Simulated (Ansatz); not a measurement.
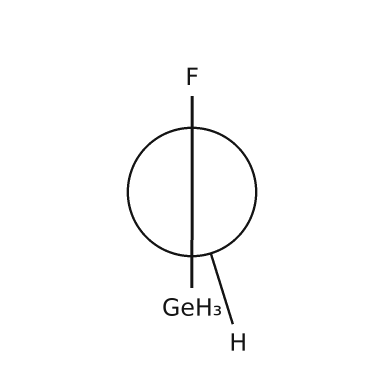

A Newman projection along the B–O bond, boron in front; angles are drawn as computed, but eclipsed bonds slightly apart. The computed structure is the end point of a PBE0-D4/def2-TZVP optimisation.

Question: Which molecule is it?

Answer: BFGeH4O, O[B](F)[GeH3]

Question: What is the torsion angle from the front GeH3 to the back H? The sign is positive where the front bond must turn clockwise to cover the back bond.

Answer: 0°, synperiplanar (eclipsed).
